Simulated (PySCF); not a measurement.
Run report: ZrOCl2, frequency calculation

System: ZrOCl2.
Method: RKS-based PBE0, Zr def2-TZVP with ECP28, O def2-TZVP, Cl def2-TZVP; non-relativistic Hamiltonian with a scalar-relativistic core potential; density fitting (PySCF 2.14.0).

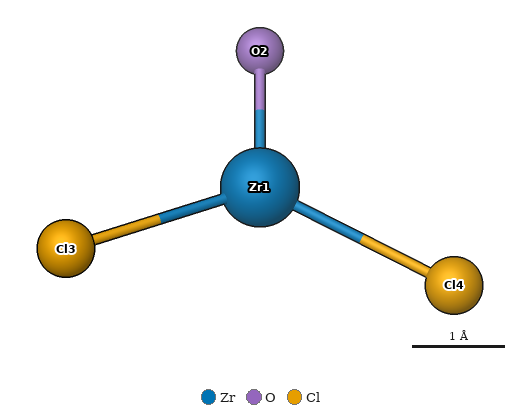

*The structure as given in the input (ball-and-stick view, seen at a tilt; atoms are numbered from 1 in the order of the input). Sticks mark near contacts.*

Bond lengths as drawn: Cl–Zr 2.38 Å and O–Zr 1.72 Å.

### The input
```python
from pyscf import gto, scf, dft
mol = gto.M(atom='''
Zr    -0.198353     0.000000    -0.139169
O     -1.609417     0.000000    -1.129209
Cl    -0.615604     0.000000     2.206202
Cl     1.865135     0.000000    -1.329499''',
    basis={'Zr': 'def2-TZVP', 'O': 'def2-TZVP', 'Cl': 'def2-TZVP'},
    ecp={'Zr': 'def2-TZVP'},
    charge=0, spin=0)
mf = dft.RKS(mol, xc='PBE0')
mf.grids.atom_grid = (75, 302)
aux = {'Zr': 'def2-universal-JKFIT', 'O': 'def2-universal-JKFIT', 'Cl': 'def2-universal-JKFIT'}
mf = mf.density_fit(auxbasis=aux)
mf.conv_tol = 1e-09
mf.diis_space = 10
mf.max_cycle = 60
mf.verbose = 4
mf.kernel()
```

The script is an equivalent of the set-up of the self-consistent field. The run itself was carried out by a driver, which started from the orbitals of the step before it where there was one and computed the further properties.

Hardware: 4 threads of Arm Neoverse V1, 24 GiB of memory available, shared host.

Launched with:
```bash
OMP_NUM_THREADS=4 python axn.py task.json out
```

### The program's output
```
init E= -1042.54493867563
  HOMO = -0.335881010722703  LUMO = -0.131216359638539  gap/eV = 5.56921
cycle= 1 E= -1042.54493867562  delta_E= 1.14e-11  |g|= 7.82e-06  |ddm|= 6.4e-06
  HOMO = -0.335881775696575  LUMO = -0.131214833521296  gap/eV = 5.56927
Extra cycle  E= -1042.54493867552  delta_E= 9.28e-11  |g|= 2.29e-05  |ddm|= 1.53e-05
converged SCF energy = -1042.54493867552
```

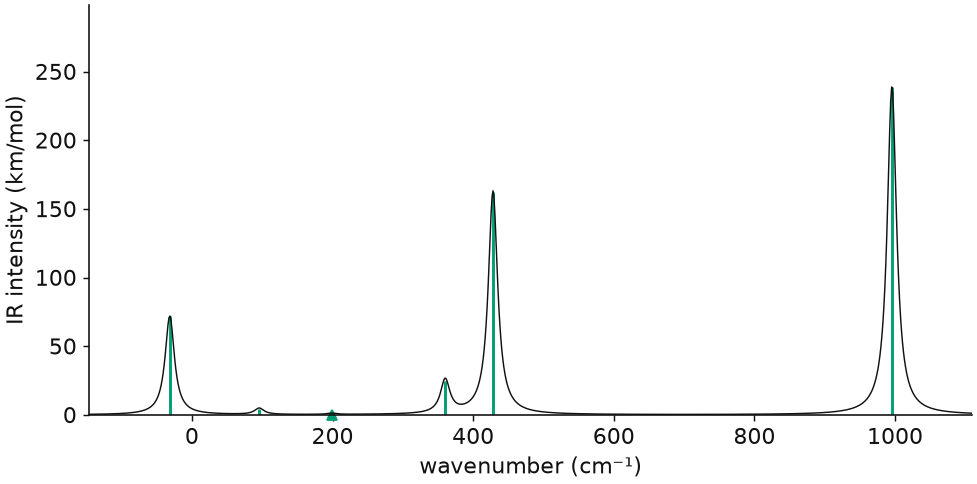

*Harmonic infrared spectrum, unscaled: sticks (degenerate modes added up, dark ones marked on the axis) with a Lorentzian envelope of 16 cm⁻¹ full width, scaled to the tallest stick; imaginary modes are drawn at negative wavenumbers.*

6 modes from 32i to 996 cm⁻¹, 1 imaginary beyond 8i (32i cm⁻¹): not a clean minimum; so soft a mode can be a shallow saddle, an incomplete relaxation or noise of the force constants. The strongest line is at 996 cm⁻¹ (239 km/mol). All modes, in cm⁻¹ (km/mol): 32i (72), 96 (4.6), 199 (0.9), 360 (24), 428 (163), 996 (239).

### Summary

- outcome: converged
- total energy: −1042.544939 hartree
- HOMO: −9.14 eV
- LUMO: −3.57 eV
- zero-point energy: 0.004735 hartree
- dipole moment: 1.27 D
- wavenumbers, lowest and highest: 32i and 996 cm⁻¹
- wall time: 50 s (CPU time 2.6 min)
- peak memory: 1.5 GiB
